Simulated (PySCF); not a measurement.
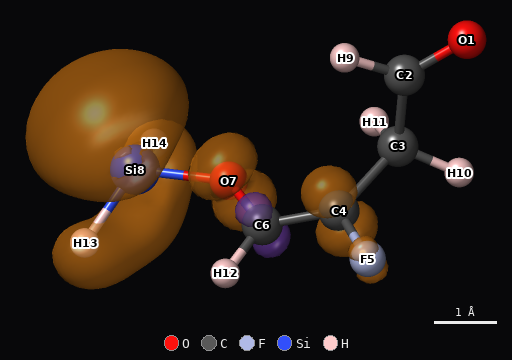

Figure. C$_{4}$H$_{6}$FO$_{2}$Si (SMILES O=CC/C(F)=C\O[SiH2]) (doublet). Isosurfaces of the spin density (α minus β) at +0.015 (orange) and −0.015 e/Å³ (purple), seen at a tilt.

Geometry: GFN2-xTB.

The calculation used PySCF 2.14.0, density-fitted response routines, UKS B3LYP, pcH-1 on C F H O Si, non-relativistic, mean-field spin-orbit, GIAO.

```xyz
14

O    -3.5127   -0.7940    0.2849
C    -2.3781   -0.4415    0.4188
C    -1.3573   -0.3705   -0.6946
C    -0.4760    0.8262   -0.5661
F    -1.0637    2.0023   -0.9043
C     0.7865    0.8621   -0.1368
O     1.4472   -0.2441    0.2119
Si    2.8513   -0.5449    1.0011
H    -1.9756   -0.1371    1.4042
H    -1.8779   -0.3715   -1.6548
H    -0.7281   -1.2615   -0.6226
H     1.3173    1.8043   -0.0810
H     3.8155    0.5316    0.8341
H     3.1511   -1.8620    0.4829
```

Where is the unpaired spin?

The unpaired spin (1 electron) lies mostly on Si8 (about 0.7) and O7 (about 0.1), in electrons by Hirshfeld's partition.
